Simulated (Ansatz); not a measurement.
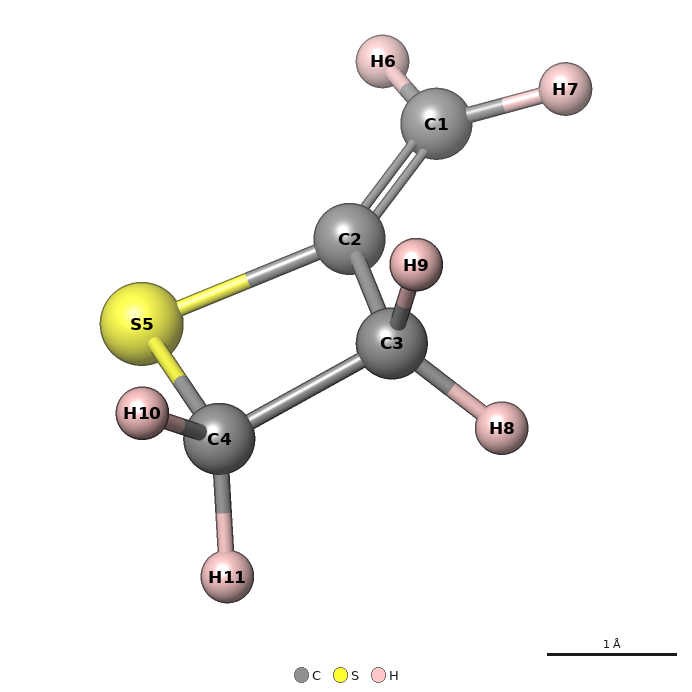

Orthographic view. Distant atoms are faded towards the background colour. The computed structure is the end point of a PBE0-D4/def2-TZVP optimisation. No frequency run is at hand to confirm it as a minimum.

Write a MOL file (V2000) with the atoms in numerical order, bonds sorted by atom number with the orders drawn, and coordinates in the frame of the picture: x right, y up, z towards the viewer, origin at the mean position.

```
C4H6S
                    3D

 11 11  0  0  0  0  0  0  0  0999 V2000
    0.7300    1.3800   -1.2500 C   0  0  0  0  0  0  0  0  0  0  0  0
    0.0500    0.4800   -0.5600 C   0  0  0  0  0  0  0  0  0  0  0  0
    0.3800   -0.3400    0.6700 C   0  0  0  0  0  0  0  0  0  0  0  0
   -0.9700   -1.0800    0.7300 C   0  0  0  0  0  0  0  0  0  0  0  0
   -1.5700   -0.1900   -0.7500 S   0  0  0  0  0  0  0  0  0  0  0  0
    0.3100    1.8600   -2.1200 H   0  0  0  0  0  0  0  0  0  0  0  0
    1.7400    1.6500   -0.9600 H   0  0  0  0  0  0  0  0  0  0  0  0
    1.2400   -1.0000    0.5300 H   0  0  0  0  0  0  0  0  0  0  0  0
    0.5700    0.2800    1.5500 H   0  0  0  0  0  0  0  0  0  0  0  0
   -1.5700   -0.8800    1.6100 H   0  0  0  0  0  0  0  0  0  0  0  0
   -0.9000   -2.1600    0.5600 H   0  0  0  0  0  0  0  0  0  0  0  0
  1  2  2  0
  1  6  1  0
  1  7  1  0
  2  3  1  0
  2  5  1  0
  3  4  1  0
  3  8  1  0
  3  9  1  0
  4  5  1  0
  4 10  1  0
  4 11  1  0
M  END
```
